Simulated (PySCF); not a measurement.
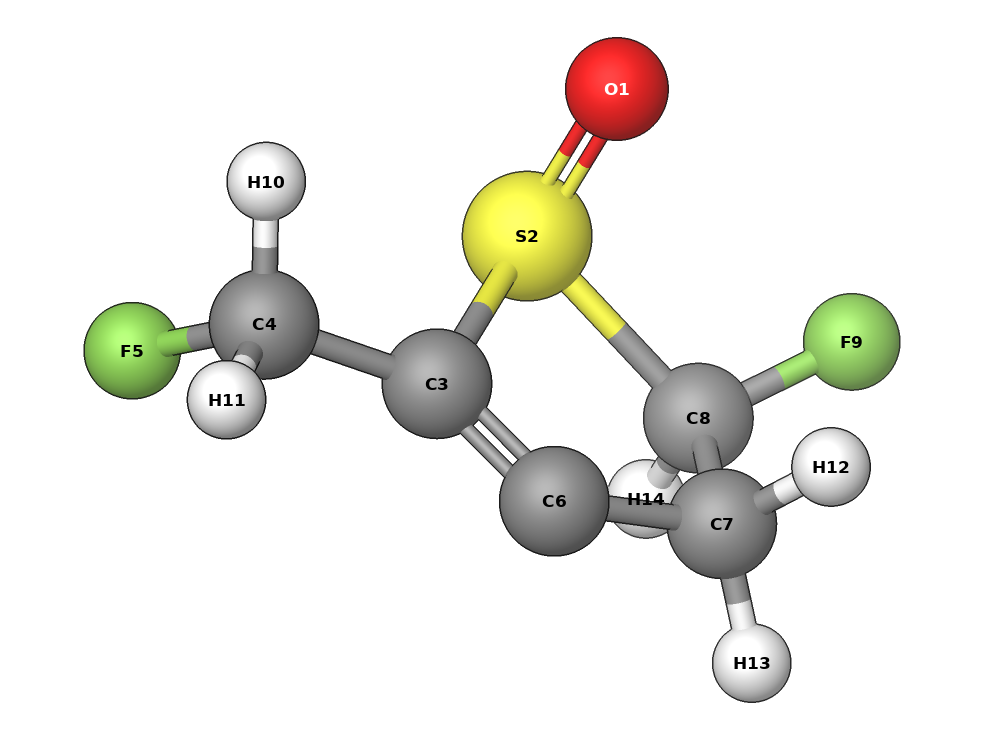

The species is neutral and a spin doublet. The computed structure is the end point of a GFN2-xTB optimisation. No frequency run is at hand to confirm it as a minimum. Level of theory: UKS B3LYP, pcH-1 on C F H O S, non-relativistic (PySCF 2.14.0).

Give the isotropic hyperfine couplings (Fermi-contact term alone) of O1, S2, C3, C4, F5, C6, C7, C8, F9, H10, H11, H12, H13, H14.

```csv
atom,isotope,a_iso (MHz)
O1,17O,−10.5
S2,33S,−13.7
C3,13C,−23.9
C4,13C,22.8
F5,19F,−12.9
C6,13C,250.0
C7,13C,42.7
C8,13C,63.0
F9,19F,12.4
H10,1H,−6.9
H11,1H,−5.9
H12,1H,5.4
H13,1H,14.5
H14,1H,−2.7
```
